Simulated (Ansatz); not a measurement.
## PtS2 (1T monolayer): G0W0 under other settings

Aim: change settings of a G0W0 run on PtS2 (1T monolayer) and see what moves.

Method: G0W0 on PBEsol, plane waves, PAW; PAW set soft_1, in Ansatz 0.2.0.

## 1. The starting structure

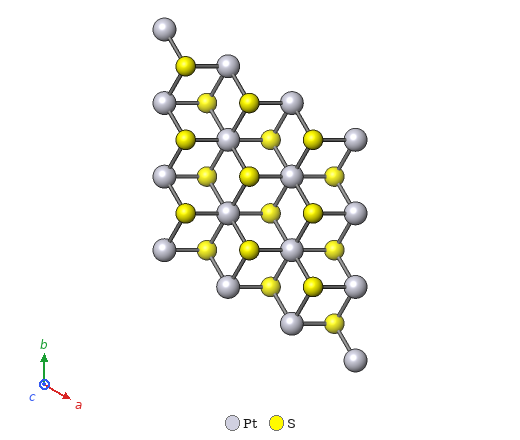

The cell as given, from above (platinum light grey, sulfur yellow). 3×3×1 cells are drawn. Some periodic images of atoms are drawn too.

The cell holds 3 atoms: 1 Pt and 2 S. Cell: a = 3.538 Å, b = 3.538 Å, c = 28.100 Å, α = 90.0°, β = 90.0°, γ = 120.0°. Vacuum lies along c.

Structure file:

```cif
data_structure
_symmetry_space_group_name_H-M 'P 1'
_symmetry_Int_Tables_number 1
_cell_length_a 3.5380
_cell_length_b 3.5380
_cell_length_c 28.1000
_cell_angle_alpha 90.000
_cell_angle_beta 90.000
_cell_angle_gamma 120.000
_cell_volume 304.61
loop_
_atom_site_label
_atom_site_type_symbol
_atom_site_fract_x
_atom_site_fract_y
_atom_site_fract_z
_atom_site_occupancy
Pt1 Pt 0.00000 0.00000 0.50000 1
S2 S 0.33333 0.66667 0.54323 1
S3 S 0.66667 0.33333 0.45677 1
```

The structure was relaxed with PBEsol. The runs that relaxed it are not among those shown. Spin-orbit coupling is left out unless a step names it. The Coulomb interaction is cut off across the vacuum.

## 2. The base run: 6×6×1 mesh, 274 empty bands, screening to 54 eV, PAW set soft_1 files

Now the one-shot GW correction: screening in the RPA, then the self-energy of the levels asked for. This step takes PAW set soft_1 files.

File input.yaml:

```yaml
crystal:
  lattice:
    - [3.5379929514, 0.0, 0.0]
    - [-1.7689964757, 3.0639917743, 0.0]
    - [0.0, 0.0, 28.1]
  atoms:
    - { symbol: Pt, position: [0.0, 0.0, 0.5] }
    - { symbol: S, position: [0.3333333333, 0.6666666667, 0.5432342629] }
    - { symbol: S, position: [0.6666666667, 0.3333333333, 0.4567657371] }
  periodic: [true, true, false]
kpoints:
  mp_grid: { grid: [6, 6, 1] }
hamiltonian:
  xc: pbesol
  pseudopotentials: { kind: paw, azcp: { folder: soft_1 }, xc_functional: pbe }
scf:
  occupations: { method: fixed }
gw:
  n_empty_bands: 274
  ecut_chi: 54.0
  qp_bands: [v2, c2]
  qp_kpoints: band_edges
  screening: { model: contour_deformation }
```

Run with:

```console
> ansatz run input.yaml --threads 8 --pin off --max-ram 17510MiB --backend cpu --events-out ev --progress --plain --runs-dir out
```

Numbers of over 12 decimals in the logs are rounded to 6 here.

Output:

```text
Engine: ansatz 0.2.0, x86_64-unknown-linux-gnu
Pseudopotentials: kind: paw
Pseudopotential: Pt, paw, valence charge 18, recommended cutoff 420 eV (normal), soft_1/Pt.paw.azcp
Pseudopotential: S, paw, valence charge 6, recommended cutoff 420 eV (normal), soft_1/S.paw.azcp
Functional definition: PBEsol
  exchange = pbesol_x
  correlation = pbesol_c
Crystal: 3 atoms, lattice volume = 304.615 Å³
Basis set: ecut = 420 eV, 5919 PW (Γ)
Bands: 19, of which v1, the nominal top of the filled ones, is band 15 counted from 1 (14 counted from 0)
Symmetry: 12 space group operations
Space group: P-3m1 (ITA 164), of the structure as read, at distance tolerance 6.7e-5 Å
k-points: 7 of 36
Non-local potential: Pt, projectors of the file, l = 0: 3, l = 1: 2, l = 2: 2, l = 3: 1
Non-local potential: S, projectors of the file, l = 0: 2, l = 1: 2, l = 2: 1
PAW form: soft (Blöchl's): semilocal exchange-correlation on the pseudo side does not see the compensation charge
PAW frozen core: Pt, regenerated for the run's functional, and the local potential with it (the file was generated under x = pbe(κ = 0.804, μ = 0.219515), c = pbe(β = 0.066725))
PAW frozen core: S, regenerated for the run's functional, and the local potential with it (the file was generated under x = pbe(κ = 0.804, μ = 0.219515), c = pbe(β = 0.066725))
PAW one-centre angular grid: Pt, 590 points (default); XC on 64 Gauss nodes
PAW one-centre angular grid: S, 110 points (default); XC on 64 Gauss nodes
Initial density: superposition of atomic densities (neutral atoms: chi_scale 0, normalization atom)
Initial wavefunctions: pseudopotential atomic-orbital guess
Functional: x = pbesol(κ = 0.804, μ = 0.123457), c = pbesol(β = 0.046)
SCF iter   1: F=—  HF=-14157.732924 eV  |F-HF|=—  |Δ(HF+E_count)|=         —  Δρ=4.30e-2  dr2=6.65e0  ethr=3.10e-3  ⟨swp⟩=7.4  Hψ=871  notcnv=0  defer=13
preconditioner: auto → none  [insulator: Δε(μ)=2.006 eV  Ē_g=9.400 eV  n_scr=16 (ndim 8)  ℏωp=10.0 eV  f_vac=0.776  ε∞_Penn≈2.1]
SCF iter   2: F=—  HF=-14158.625866 eV  |F-HF|=—  |Δ(HF+E_count)|=   8.93e-1  Δρ=4.19e-2  dr2=1.07e1  ethr=3.10e-3  ⟨swp⟩=5.3  Hψ=506  notcnv=0  defer=14
SCF iter   3: F=—  HF=-14156.467192 eV  |F-HF|=—  |Δ(HF+E_count)|=    2.16e0  Δρ=1.17e-2  dr2=4.02e-1  ethr=3.10e-3  ⟨swp⟩=4.6  Hψ=413  notcnv=0  defer=14
SCF iter   4: F=—  HF=-14156.388081 eV  |F-HF|=—  |Δ(HF+E_count)|=   7.91e-2  Δρ=2.69e-3  dr2=2.29e-2  ethr=1.34e-3  ⟨swp⟩=3.7  Hψ=330  notcnv=0  defer=14
SCF iter   5: F=—  HF=-14156.383474 eV  |F-HF|=—  |Δ(HF+E_count)|=   4.61e-3  Δρ=6.13e-4  dr2=1.81e-3  ethr=7.62e-5  ⟨swp⟩=3.6  Hψ=310  notcnv=0  defer=14
SCF iter   6: F=—  HF=-14156.383174 eV  |F-HF|=—  |Δ(HF+E_count)|=   3.00e-4  Δρ=1.51e-4  dr2=1.63e-4  ethr=6.04e-6  ⟨swp⟩=3.9  Hψ=315  notcnv=0  defer=14
[...]
E_band       = -811.136114
  E_kinetic    = 805.934028
  E_local      = -47240.298765  (includes V_loc(G=0)·N_el)
  E_nonlocal   = 275.610043
  E_hartree    = 23061.037205
  E_xc         = -406.389913
  E_vxc        = -435.196965  (∫ρ·V_xc dr)
  E_paw        = -10530.038645  (= ΣΔE_a)
  E_vpaw       = -339.229850  (= ΣTr[D̂ρ^β])
  E_aug_tail   = 0.001110  (compensation charges beyond the density's cutoff)
  E_ewald      = 19877.350865
  E_core_change = 0.410930  (= ΣΔE_core)
  E_smearing   = -0.000000  (= −TS)
  E_closure    = -0.000000  (closes the sum)
  Σ components = -14156.383142   (vs F -14156.383142, Δ=0.00e0)
--- Band table (eV; the first three rows and the last of 7) ---
  k-point 0: bands = [... 11 lower, -7.1471, -7.0709, -6.6452, -6.6452, -3.0379, -3.0379, -0.8494, -0.6585]
  k-point 1: bands = [... 11 lower, -8.1300, -6.6306, -6.5824, -6.3825, -4.2905, -3.4032, -0.1522, 0.0088]
  k-point 2: bands = [... 11 lower, -8.5501, -7.5575, -7.2634, -6.7992, -4.1619, -3.4389, -0.6924, 1.0327]
  k-point 6: bands = [... 11 lower, -8.9545, -8.7067, -7.0984, -7.0984, -4.1766, -4.1766, 0.6039, 2.6436]
--- G₀W₀: contour deformation, 6 samples at zero and on the imaginary axis and 1 off it, 36 q-points, 274 empty bands' worth ---
  eigenvalues of the whole cell's RPA ε∞ on this k-mesh (on a slab, of 1 + 4πα/V) = 1.1500, 3.5209, 3.5209; static W/v taken at q = 0 is 0.501057
  gw.qp_kpoints: band_edges: 6 of 7 stored k-points solved, in 1 pass; an edge of the gap read off the rows below is read off those points alone
    valence top: of the k-points left out ik 3 came nearest to being solved in a further pass, in band 15 (counted from 1, as in the quasiparticle table): it holds the edge there only if its correction is more favourable than any solved in that band by at least 1.377 eV; those differ by 0.088 eV
    conduction bottom: of the k-points left out ik 3 came nearest to being solved in a further pass, in band 16 (counted from 1, as in the quasiparticle table): it holds the edge there only if its correction is more favourable than any solved in that band by at least 0.842 eV; those differ by 0.047 eV
    ik  band        ε_KS         Σx   Σc(E_QP)       V_xc       Z   E_QP_lin       E_QP  E_QP is
     0    14     -6.6452   -18.3321     1.7713   -16.4183  0.7194    -6.7884    -6.7877  root
     0    15     -6.6452   -18.3321     1.7713   -16.4183  0.7194    -6.7884    -6.7877  root
     0    16     -3.0379   -16.8806    -3.1412   -20.9129  0.6976    -2.0951    -2.1469  root
     0    17     -3.0379   -16.8806    -3.1412   -20.9129  0.6976    -2.0951    -2.1469  root
     1    14     -6.5824   -20.4188     2.1634   -18.1091  0.7218    -6.7294    -6.7288  root
     1    15     -6.3825   -23.2466     2.8197   -20.2280  0.7189    -6.5826    -6.5814  root
     1    16     -4.2905   -16.1561    -2.6653   -19.6665  0.7327    -3.4200    -3.4454  root
     1    17     -3.4032   -16.3097    -3.1217   -20.3351  0.7084    -2.4538    -2.4995  root
[...]
6    14     -7.0984   -25.5680     3.5855   -21.7740  0.7064    -7.3085    -7.3069  root
     6    15     -7.0984   -25.5680     3.5855   -21.7740  0.7064    -7.3085    -7.3069  root
     6    16     -4.1766   -16.0712    -3.0290   -19.9761  0.7236    -3.2706    -3.3008  root
     6    17     -4.1766   -16.0712    -3.0290   -19.9761  0.7236    -3.2706    -3.3008  root
[key lines of the parts left out:]
SCF converged after 8 iterations
Free energy (F): -14156.383142 eV
Fermi energy:    -6.351176 eV
```

Elapsed: 16 s, on 8 threads of INTEL XEON PLATINUM 8581C at 2.10GHz (Emerald Rapids), shared host; peak memory 2.3 GiB.

Numbers from this step:

```yaml
bands_summed: 289
plane_waves_in_the_screening_matrix: 273
q_points_in_the_mesh: 36
g0w0_gap_on_the_mesh: 3.112 eV
k_of_the_valence_top: 0.1667, 0.1667, 0
k_of_the_conduction_bottom: 0, 0.1667, 0
starting_gap_on_the_mesh: 2.061 eV
z_at_the_valence_top: 0.7175
z_at_the_conduction_bottom: 0.7327
least_direct_g0w0_gap_on_the_computed_points: 3.136 eV
```

The gap on the mesh goes from 2.06 eV to 3.11 eV, a correction of +1.05 eV. Between the two edge states, bare exchange in place of the xc potential would open the gap by 6.05 eV, and correlation takes back 5.00 eV.

## 3. Variant: frequency model

input.yaml, as its differences from that of step 2:

```diff
@@ -22,2 +22,2 @@
   qp_kpoints: band_edges
-  screening: { model: contour_deformation }
+  screening: { model: godby_needs }
```

Output:

```text
[...]
Crystal: 3 atoms, lattice volume = 304.615 Å³
Basis set: ecut = 420 eV, 5919 PW (Γ)
Bands: 19, of which v1, the nominal top of the filled ones, is band 15 counted from 1 (14 counted from 0)
[... 1 set-up line as in the run before ...]
[...]
k-points: 7 of 36
[...]
SCF iter   1: F=—  HF=-14157.732924 eV  |F-HF|=—  |Δ(HF+E_count)|=         —  Δρ=4.30e-2  dr2=6.65e0  ethr=3.10e-3  ⟨swp⟩=7.4  Hψ=871  notcnv=0  defer=13
[...]
SCF iter   8: F=-14156.383142 eV  HF=-14156.383142 eV  |F-HF|=2.96e-8  |Δ(HF+E_count)|=   3.76e-7  Δρ=4.76e-6  dr2=6.94e-8  ethr=3.33e-10  ⟨swp⟩=18.9  Hψ=1323  notcnv=0
SCF 1 converged in 8 iterations: F = -14156.383142 eV  dr2 = 6.94e-8
[...]
NSCF: frozen V_eff on 7 k-points
G₀W₀ screening: q 1/7
[... further progress lines ...]
SCF converged after 8 iterations
Free energy (F): -14156.383142 eV
[...]
Internal energy: -14156.383142 eV  (E = F + TS)
E sigma→0 (E₀):  -14156.383142 eV
Fermi energy:    -6.351176 eV
[...]
--- Band table (eV; the first three rows and the last of 7) ---
  k-point 0: bands = [... 11 lower, -7.1471, -7.0709, -6.6452, -6.6452, -3.0379, -3.0379, -0.8494, -0.6585]
  k-point 1: bands = [... 11 lower, -8.1300, -6.6306, -6.5824, -6.3825, -4.2905, -3.4032, -0.1522, 0.0088]
  k-point 2: bands = [... 11 lower, -8.5501, -7.5575, -7.2634, -6.7992, -4.1619, -3.4389, -0.6924, 1.0327]
  k-point 6: bands = [... 11 lower, -8.9545, -8.7067, -7.0984, -7.0984, -4.1766, -4.1766, 0.6039, 2.6436]
--- G₀W₀: ω_p = 34.5063 eV, 36 q-points, 274 empty bands' worth ---
[...]
GN-PPA: 1105114/2720181 pairs with Re ω̃² < 0 across q-mesh
[...]
0    14     -6.6452   -18.3321     1.7554   -16.4183  0.7762    -6.8038    -6.8036  root
     0    15     -6.6452   -18.3321     1.7554   -16.4183  0.7762    -6.8038    -6.8036  root
     0    16     -3.0379   -16.8806    -2.9256   -20.9129  0.7780    -1.9209    -1.9312  root
     0    17     -3.0379   -16.8806    -2.9256   -20.9129  0.7780    -1.9209    -1.9312  root
     1    14     -6.5824   -20.4188     2.1574   -18.1091  0.7790    -6.7349    -6.7347  root
     1    15     -6.3825   -23.2466     2.8198   -20.2280  0.7827    -6.5817    -6.5814  root
     1    16     -4.2905   -16.1561    -2.5749   -19.6665  0.7900    -3.3486    -3.3550  root
     1    17     -3.4032   -16.3097    -2.9452   -20.3351  0.7793    -2.3147    -2.3230  root
[...]
6    14     -7.0984   -25.5680     3.5729   -21.7740  0.7796    -7.3200    -7.3195  root
     6    15     -7.0984   -25.5680     3.5729   -21.7740  0.7796    -7.3200    -7.3195  root
     6    16     -4.1766   -16.0712    -2.9150   -19.9761  0.7859    -3.1788    -3.1868  root
     6    17     -4.1766   -16.0712    -2.9150   -19.9761  0.7859    -3.1788    -3.1868  root
```

Elapsed: 19 s, on 8 threads; peak memory 2.3 GiB; 2.2 min of CPU time.

The G0W0 gap on the mesh is 3.211 eV.

Against the base:

```csv
setting,base,variant
frequency model,contour deformation,plasmon pole
```

```csv
quantity,variant,base
starting gap on the mesh,2.061,2.061
G0W0 gap on the mesh,3.211,3.112
least direct G0W0 gap on the computed points,3.226,3.136
Z at the valence top,0.779,0.717
Z at the conduction bottom,0.790,0.733
```

## 4. Results

* base: 3.11 eV, 16 s
* frequency model: 3.21 eV, 19 s

**Reading.** Frequency model: the gap moves by +0.10 eV. All runs here use a coarse mesh and modest cutoffs; they test settings and are not final values. The mesh in the plane is coarse for a sheet; gap and any exciton binding can still move on denser ones. The runs have no spin polarisation. For a closed low-spin shell that is the natural state; where a d or f shell is open it is a constraint, and the gap is then not the crystal's own. With d states at the gap, one-shot GW leans hard on its start. The many-body steps are scalar-relativistic: spin-orbit coupling is not in them.

[Paths, hosts, dates, memory and timing lines, banners, echoed tables and standing remarks are left out of the program output.]

[Logs are printed without paths, hosts, clocks, repeated set-up lines and the standing remarks that a program may print on its own settings, such as how far it seeks lower states.]

[Runs of the session that timed out or met a known fault of the program may be left out.]

[Cells called generated may have been cut or substituted from an entry of the Crystallography Open Database or the Materials Project.]

[Hosts, paths, dates, database ids (printed as entryN), source tags and the programs' standing remarks are cut or masked in the printed files.]
